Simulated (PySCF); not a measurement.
## A study: C$_{4}$H$_{5}$P, SMILES `c1cc[pH]c1`

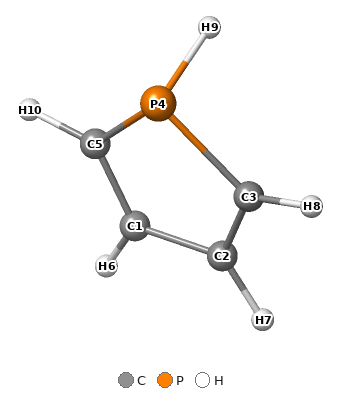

The molecule, with its atoms numbered as below. No frequency check shows the geometry to be a minimum.

Cartesian coordinates (Å):

```
C1      -1.2802   -0.7192   -0.0014
C2      -1.2803    0.7191   -0.0014
C3      -0.0501    1.2648    0.0299
P4       1.2285    0.0000   -0.1086
C5      -0.0500   -1.2647    0.0299
H6      -2.1979   -1.2863   -0.0019
H7      -2.1980    1.2861   -0.0019
H8       0.1652    2.3196    0.0270
H9       1.6012    0.0001    1.2365
H10      0.1655   -2.3196    0.0270
```

## 1. Bonding charge

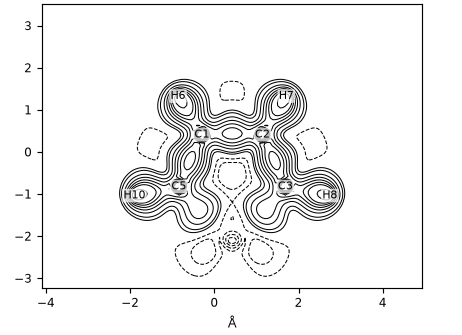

Deformation density (molecule less spherical, spin-averaged free atoms) in a plane through 8 of the atoms; contours at ±0.05 to ±0.8 e/Å³; solid lines: gain, dashed lines: loss.

Method: CAM-B3LYP/aug-cc-pVDZ; geometry: GFN2-xTB; program: PySCF.

**Describe the bonding that the map shows.**

C1–H6 and C2–H7: +0.74 e/Å³ at the bond critical point (bond length 1.08 Å). C3–H8 and C5–H10: +0.73 e/Å³ at the bond critical point (bond length 1.08 Å). C1–C5 and C2–C3: +0.66 e/Å³ at the bond critical point (bond length 1.35 Å). C1–C2: +0.57 e/Å³ at the bond critical point (bond length 1.44 Å). In all, 2.5 electrons gather in the regions of gain relative to the promolecule.

**Where do the Hirshfeld charges lie?**

The highest Hirshfeld charge is on P4 (+0.14 e), the lowest on C3 and C5 (−0.12 e).

## 2. Electrostatic potential

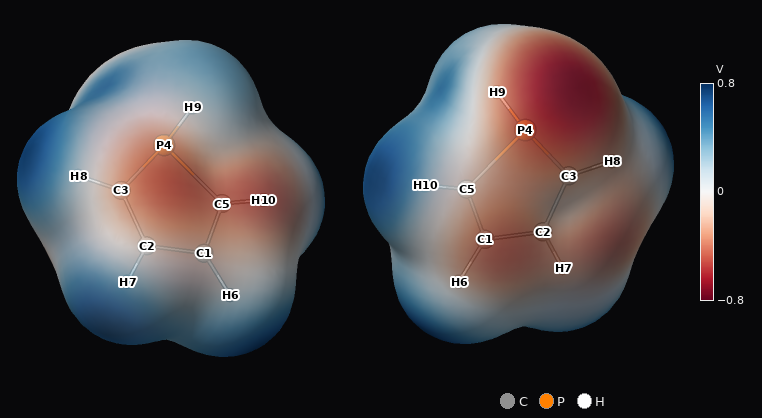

Electrostatic potential on the surface of electron density 0.001 a.u. (back view left, front view right).

**Where are the extremes of the potential on the surface?**

Highest: 0.74 V, 1.3 Å from H7, and at like points elsewhere. Further maxima include 0.53 V, 1.9 Å from H9. Lowest: −0.71 V, 2.4 Å from P4. Further minima include −0.50 V, off the C2–C3 bond (2.2 Å from its atoms), and at like points elsewhere; −0.48 V, off the C2–C3 bond (2.2 to 2.3 Å from its atoms), and at like points elsewhere. The surface is sampled at points, so like sites can differ by a few per cent and only the strongest of them is named.

## 3. In an electric field

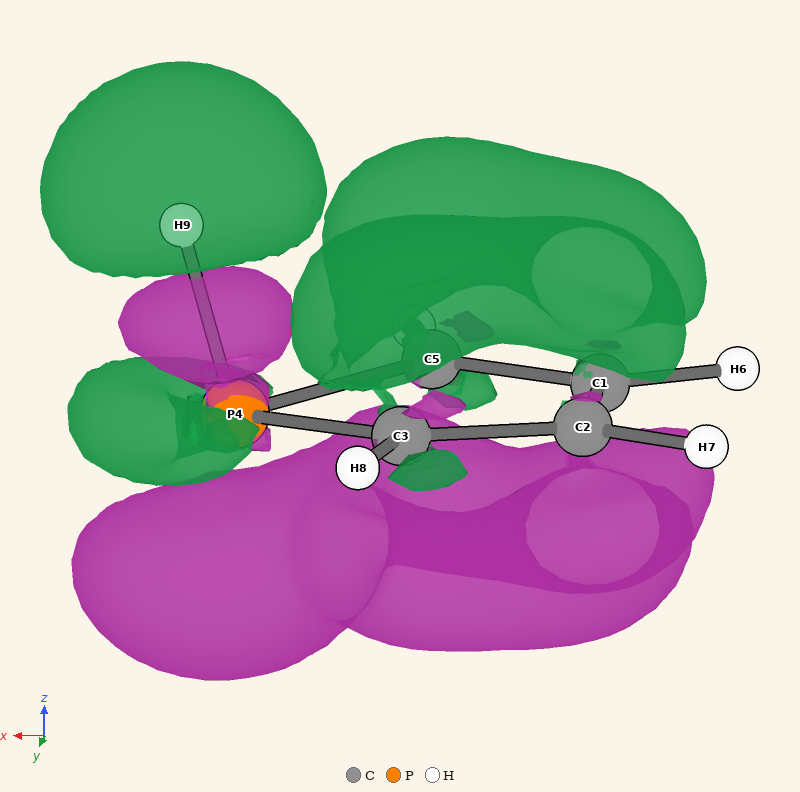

Change of the electron density in a uniform field of 0.41 V/Å, surfaces at ±0.002 e/Å³ (green: gain, purple: loss).

PySCF calculation, CAM-B3LYP/6-31+G*, gas phase; geometry: GFN2-xTB. The basis has diffuse s and p functions alone, which still leaves polarisabilities too small, most of all across bonds.

The field was applied in both directions; the picture shows the one opposite to the script's first.

**Along which Cartesian direction does the field point?**

Along −z: electrons gather on the +z side, against the field.

**What dipole is induced, and what polarisability does it imply?**

The induced dipole is 0.93 D (along the field); α along this axis, from the fields in both directions, is 46 bohr³ (6.8 Å³).

The PySCF runs shown took 21 s and 28 s on 1 thread of Arm Neoverse V2 (shared host).
